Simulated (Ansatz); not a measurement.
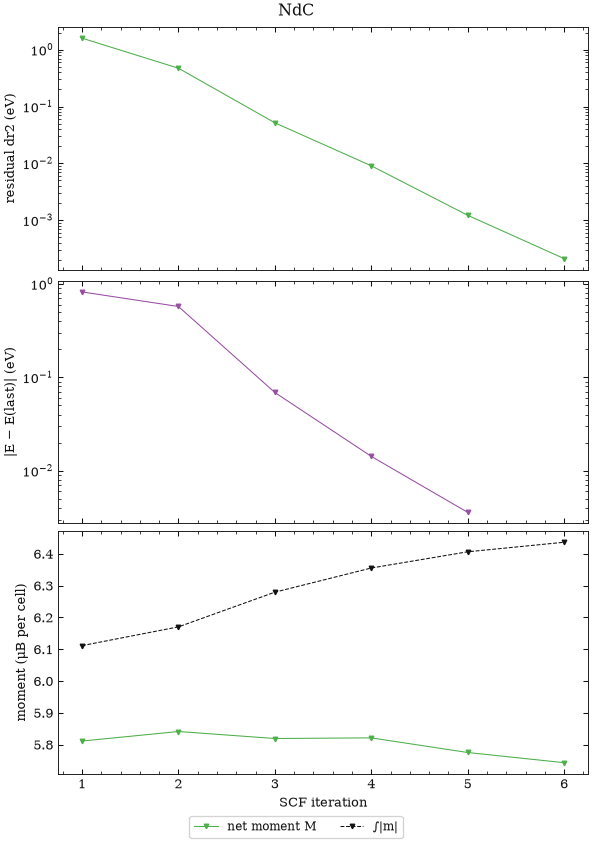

The plot shows the SCF iterations of a calculation: density residual dr2, distance of the Harris–Foulkes energy from its last value, magnetic moments. dr2 is the charge part; the magnetisation has a residual of its own.

NdC (4 atoms in the cell), run with Ansatz.

```
crystal:
  lattice:
    - [3.658482516721, -2.886747754412e-11, 0.0]
    - [-1.829241258336, 3.168338798796, 0.0]
    - [0.0, 0.0, 6.475928496]
  atoms:
    - { symbol: Nd, position: [0.0, 0.0, 0.0], spin: 3.0 }
    - { symbol: Nd, position: [0.0, 0.0, 0.5], spin: 3.0 }
    - { symbol: C, position: [0.3333333333333, 0.6666666666667, 0.25] }
    - { symbol: C, position: [0.6666666666667, 0.3333333333333, 0.75] }
basis:
  ecutwfc: 420
  ecutrho_ratio: 4
kpoints:
  mp_grid: { grid: [10, 10, 6] }
hamiltonian:
  xc: pbe
  hubbard: { sites: [{ species: Nd, l: f, u_eff: 2.0 }], double_counting: fll }
scf:
  occupations: { method: cold, width: 0.01 }
output:
  forces: true
  stress: true
magnetization:
  spin_polarized: true
```

Command:
```bash
ansatz run input.yaml --threads 2 --pin off --max-ram 2662MiB --backend cpu --events-out ev --progress --plain --runs-dir out
```

Did the calculation converge?

Answer. It was still iterating, at step 6, when the time limit ended it. The residual is still falling at the last step (down to 2.1 × 10⁻⁴).

What happens to the magnetisation?

Answer. The net moment goes from 5.8 to 5.7 μB per cell, though in an unconverged run this needn't be final.
